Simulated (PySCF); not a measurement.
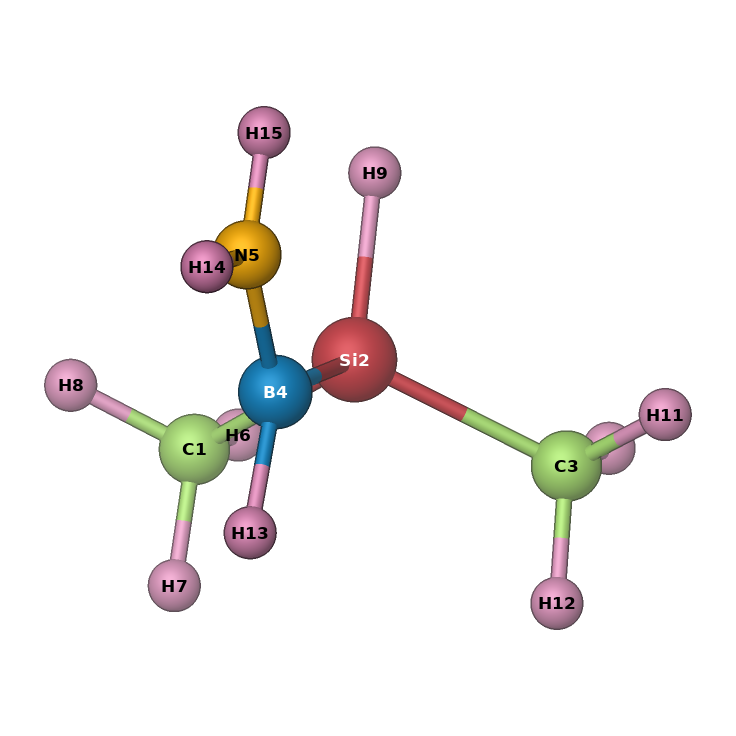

Si2 lies behind B4. The molecule seen a little off the B4–Si2 bond, B4 in front. Depth is shown by fading: the farther an atom, the more it takes the colour of the background. The geometry was computed by an optimisation with PBE0-D3(BJ)/def2-SVP. No frequency run is at hand to confirm it as a minimum.

> What is the torsion angle N5–B4–Si2–C1? The sign is positive where the front bond must turn clockwise to cover the back bond.

−119°, anticlinal.
